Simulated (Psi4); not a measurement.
# C2H3BFN (SMILES FB1C=NC1) at MP2/def2-SVP

What is the vertical ionisation energy of C2H3BFN at MP2/def2-SVP? 

Program for the calculation: Psi4 1.11.

2 further runs of the same task are left out: 2 set aside as unsound or not needed. Runs told in other sessions of the task aren't counted.

## 1. The system as given

The species is C2H3BFN (8 atoms), meant as a singlet with charge 0. SMILES: `FB1C=NC1`. The coordinates come from a PBE0-D4/def2-TZVP relaxation.

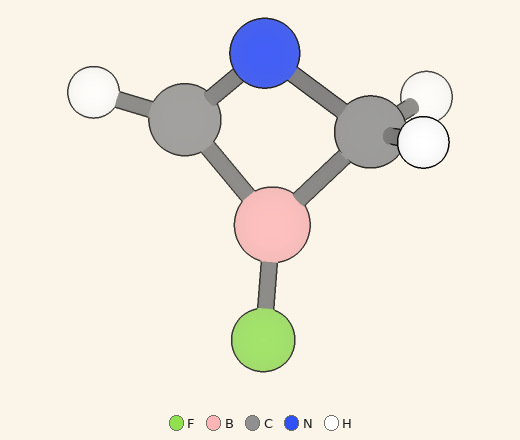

Viewed from a chosen angle; fluorine green, boron pink, carbon grey, nitrogen blue, hydrogen white.

## 2. A single-point energy at MP2/def2-SVP

c2h3bfn.dat reads:

```
memory 2200 MB

molecule {
  0 1
  F
  B 1 1.311859
  C 2 1.553241 1 135.61418
  N 3 1.290611 2 90.66778 1 151.06682
  C 4 1.510305 3 99.22961 2 11.08004
  H 3 1.08709 4 122.5784 5 -177.30916
  H 5 1.092518 4 113.04483 3 -130.87369
  H 5 1.090386 7 109.00334 4 122.73864
  units angstrom
  symmetry c1
  no_reorient
  no_com
}

set {
  puream          true
  e_convergence   1e-09
  d_convergence   1e-08
  scf_type        pk
  num_frozen_docc 5
  mp2_type        conv
}

energy('mp2/def2-SVP')
```

On the command line:

```
$ psi4 -n 1 c2h3bfn.dat c2h3bfn.out
```

c2h3bfn.out:

```text
[...]
  Running in c1 symmetry.
[...]
  Nuclear repulsion =  145.302492501054076
[...]
  Multiplicity = 1
[...]
  Nalpha       = 18
  Nbeta        = 18
[...]
    Number of basis functions: 85
[...]
   @RHF iter   1:  -255.77723350319539   -6.91232e-01   4.24085e-03 DIIS/ADIIS
[...]
   @RHF iter  14:  -255.85036923416192   -4.54747e-12   5.96762e-09 DIIS
[...]
    Orbital Energies [Eh]
    ---------------------
    Doubly Occupied:
       1A    -26.313281     2A    -15.595976     3A    -11.268194
       4A    -11.251296     5A     -7.685216     6A     -1.608771
       7A     -1.258736     8A     -0.929357     9A     -0.812024
      10A     -0.754970    11A     -0.711662    12A     -0.702147
      13A     -0.693384    14A     -0.608561    15A     -0.579027
      16A     -0.473269    17A     -0.439664    18A     -0.408483
[...]
  @RHF Final Energy:  -255.85036923416192
   => Energetics <=
    Nuclear Repulsion Energy =            145.3024925010540755
    One-Electron Energy =                -638.1176843889877546
    Two-Electron Energy =                 236.9648226537717619
    Total Energy =                       -255.8503692341619171
[...]
 Multipole Moments:
 ------------------------------------------------------------------------------------
     Multipole            Electronic (a.u.)      Nuclear  (a.u.)        Total (a.u.)
 ------------------------------------------------------------------------------------
 L = 1.  Multiply by 2.5417464519 to convert [e a0] to [Debye]
 Dipole X            :         -1.1181618            0.7829571           -0.3352047
 Dipole Y            :         -0.9265234            1.0314399            0.1049165
 Dipole Z            :         -4.6826068            4.5216606           -0.1609462
 Magnitude           :                                                    0.3863591
[...]
	SCS-MP2 Total Energy (a.u.)        :  -256.51691415689817
	SOS-MP2 Total Energy (a.u.)        :  -256.45809271833753
	SCSN-MP2 Total Energy (a.u.)       :  -256.16094642976225
[...]
	SOS-PI-MP2 Total Energy (a.u.)     :  -256.55937996570009
[...]
	MP2 Total Energy (a.u.)            :  -256.53326978665689
[...]
```

Run time: 9.6 s. Hardware: 1 thread of Intel Xeon Platinum 8259CL at 2.50GHz (Skylake/Cascade Lake), shared host; peak memory 0.41 GiB.

## 3. The doublet cation at the same level

run.py reads:

```python
import psi4

psi4.set_memory(2200000000)
psi4.set_num_threads(1)
psi4.core.set_output_file('c2h3bfn.out', False)

m = psi4.geometry("""
1 2
F      0.213200    -1.007300     1.918400
B     -0.024100    -0.304800     0.836200
C      0.319000     1.128500     0.345800
N      0.303900     0.728600    -0.881200
C     -0.301700    -0.640600    -0.682300
H      0.656500     2.120900     0.633900
H      0.257100    -1.432700    -1.186200
H     -1.331600    -0.649700    -1.040300
symmetry c1
""")

options = {'basis': 'def2-SVP', 'reference': 'uhf', 'puream': True, 'e_convergence': 1e-09, 'd_convergence': 1e-08, 'scf_type': 'pk', 'num_frozen_docc': 5, 'mp2_type': 'conv', 'maxiter': 100}
psi4.set_options(options)

result, w = psi4.energy('mp2', return_wfn=True)
print('E =', round(result, 9))
```

On the command line:

```
$ python run.py
```

c2h3bfn.out:

```text
[...]
  Running in c1 symmetry.
[...]
  Nuclear repulsion =  145.302480494240513
[...]
  Multiplicity = 2
[...]
  Nalpha       = 18
  Nbeta        = 17
[...]
    Number of basis functions: 85
[...]
   @UHF iter   1:  -255.40996678267680   -3.23966e-01   4.71365e-03 DIIS/ADIIS
[...]
   @UHF iter  24:  -255.53227975035460   -2.18847e-12   4.99299e-09 DIIS
[...]
   @S^2 Observed:                1.000948934E+00
[...]
    Orbital Energies [Eh]
    ---------------------
    Alpha Occupied:
       1A    -26.525481     2A    -15.972753     3A    -11.552779
       4A    -11.518534     5A     -7.945650     6A     -1.815764
       7A     -1.608711     8A     -1.208658     9A     -1.123724
      10A     -0.994038    11A     -0.984434    12A     -0.929773
      13A     -0.921660    14A     -0.884221    15A     -0.875282
      16A     -0.791728    17A     -0.761050    18A     -0.730391
    Alpha Virtual:
      19A     -0.182684    20A     -0.033384    21A     -0.010412
      22A      0.021093    23A      0.036282    24A      0.045889
      25A      0.067659    26A      0.122529    27A      0.149448
[...]
  @UHF Final Energy:  -255.53227975035460
   => Energetics <=
    Nuclear Repulsion Energy =            145.3024804942405126
    One-Electron Energy =                -628.6163297969637824
    Two-Electron Energy =                 227.7815695523686657
    Total Energy =                       -255.5322797503546042
  UHF NO Occupations:
  HONO-2 :   16  A 1.9975396
  HONO-1 :   17  A 1.8727608
  HONO-0 :   18  A 1.0000000
  LUNO+0 :   19  A 0.1272392
  LUNO+1 :   20  A 0.0024604
[...]
 Multipole Moments:
 ------------------------------------------------------------------------------------
     Multipole            Electronic (a.u.)      Nuclear  (a.u.)        Total (a.u.)
 ------------------------------------------------------------------------------------
 L = 1.  Multiply by 2.5417464519 to convert [e a0] to [Debye]
 Dipole X            :          0.4240204           -0.6714293           -0.2474089
 Dipole Y            :         -0.3825720            1.3570595            0.9744874
 Dipole Z            :          3.2969337           -4.4530754           -1.1561417
 Magnitude           :                                                    1.5321556
[...]
	SCS-MP2 Total Energy (a.u.)        :  -256.14193715576482
	SOS-MP2 Total Energy (a.u.)        :  -256.08799099994894
	SCSN-MP2 Total Energy (a.u.)       :  -255.81711545306240
[...]
	SOS-PI-MP2 Total Energy (a.u.)     :  -256.18060954154799
[...]
	MP2 Total Energy (a.u.)            :  -256.15721092579753
[...]
```

Standard output:

```text
E = -256.157210926
```

Run time: 12 s. Hardware: 1 thread of Intel Xeon Platinum 8259CL at 2.50GHz (Skylake/Cascade Lake), shared host; peak memory 0.41 GiB.

## 4. Results

Level: MP2/def2-SVP, 5 core orbitals frozen.

| quantity | value |
| --- | --- |
| singlet C2H3BFN: total energy | -256.53327 Eh |
| singlet C2H3BFN: HOMO energy (Hartree–Fock orbitals) | -11.12 eV |
| singlet C2H3BFN: LUMO energy (Hartree–Fock orbitals) | 2.44 eV |
| singlet C2H3BFN: HOMO–LUMO gap (Hartree–Fock orbitals) | 13.56 eV |
| singlet C2H3BFN: correlation energy (5 core orbitals frozen) | -682.9 mEh |
| doublet cation: total energy | -256.15721 Eh |
| doublet cation: HOMO energy (Hartree–Fock orbitals) (highest over α and β) | -19.37 eV |
| doublet cation: LUMO energy (Hartree–Fock orbitals) (lowest over α and β) | -6.51 eV |
| doublet cation: correlation energy (5 core orbitals frozen) | -624.9 mEh |
| doublet cation: ⟨S²⟩ of the reference determinant | 1.001 |
| vertical ionisation energy (to the doublet cation) | 10.233 eV |

What this shows: Removing an electron at fixed nuclei costs 10.23 eV (236 kcal/mol). ⟨S²⟩ (doublet cation) is 1.00 where a pure doublet has 0.75: the reference is spin-contaminated.
